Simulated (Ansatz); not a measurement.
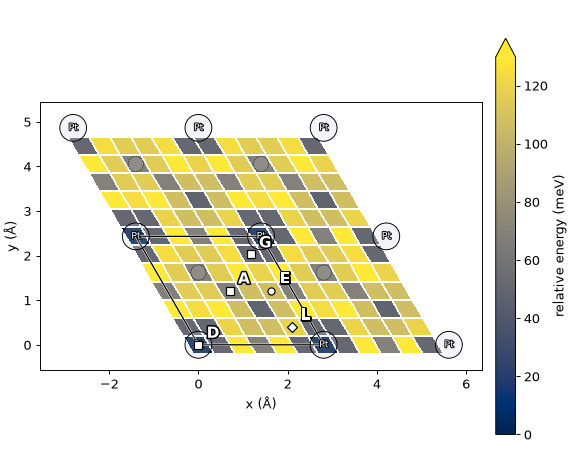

H on a Pt(111) slab cut from the Fm-3m phase, its upper half relaxed before the scan (12 atoms of substrate and one adsorbate in a 2 × 2 cell). H is moved over the surface cell; relaxed at each place: the height of the adsorbate's atoms; substrate rigid; the origin of the map has the adsorbate above Pt9. Places are given modulo a cell vector. The map is drawn in real space over the plane of the surface. The scan uses a 6 × 6 grid; 10 points were computed and 26 follow by symmetry. Places are given in fractions of the 1 × 1 surface cell. Energies are in meV, from the lowest grid point. All numbers below come from Ansatz 0.2.0, DFT PBE, scalar-relativistic, plane waves, PAW. Settings: cutoff 420 eV, k-mesh 6×6×1, gaussian smearing 0.1 eV, no spin polarisation.

In the figure: one coloured cell a grid point, labelled circles for the atoms of the top layer and small ones for the second layer, the outline of one cell of the 2 × 2 shown, one colour for all values above the top of the scale, lettered points.

Q: Is G the lowest point of the computed grid?

A: No. G lies 51 meV above the lowest grid point, which is at the top site over a surface Pt atom, (0/6, 0/6) of the cell vectors.

Q: Rank the lettered points by energy, lowest first.

A: D (0 meV), G (51 meV), A (69 meV), E (107 meV), L (120 meV).

PAW datasets: the set soft_1.
